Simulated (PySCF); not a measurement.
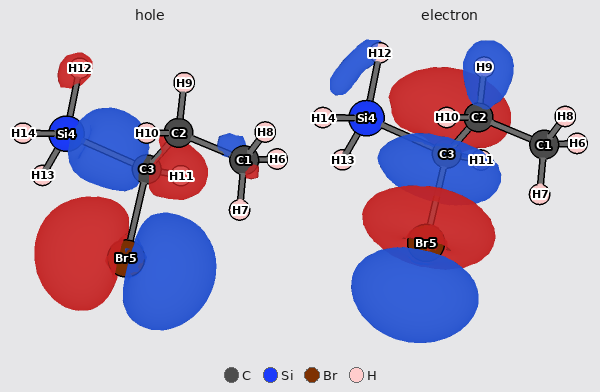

Figure. C3H9BrSi, SMILES `CCC([SiH3])Br`. Leading natural transition orbital pair of S₁ (TDA singlet states); the surfaces enclose about 85 % of each orbital's density.

Computed with PySCF, LC-wPBE/def2-SVP, geometry: GFN2-xTB. No frequency check shows the geometry to be a minimum. GFN2-xTB bond lengths at metals and heavier atoms can be off by up to 0.1 Å and shapes distorted, which carries into these values. Without diffuse functions Rydberg states are missing, so the states' numbers hold for this basis only.

Where does the state lie, and where do hole and electron sit?

Answer. 6.22 eV (199 nm), f = 0.006; the leading pair carries 99 %; hole on Br5 (75 %), C3 (10 %) and Si4 (7 %), electron on Br5 (49 %), C3 (33 %) and Si4 (6 %); their centroids lie 0.5 Å apart. In canonical orbitals it is mainly HOMO → LUMO (86 %). The HOMO–LUMO gap is 12.53 eV.

The PySCF run took 11 min on 1 thread of Intel(R) Xeon(R) Processor @ 2.50GHz (Skylake/Cascade Lake), with other jobs on the host, peak memory 0.77 GiB.
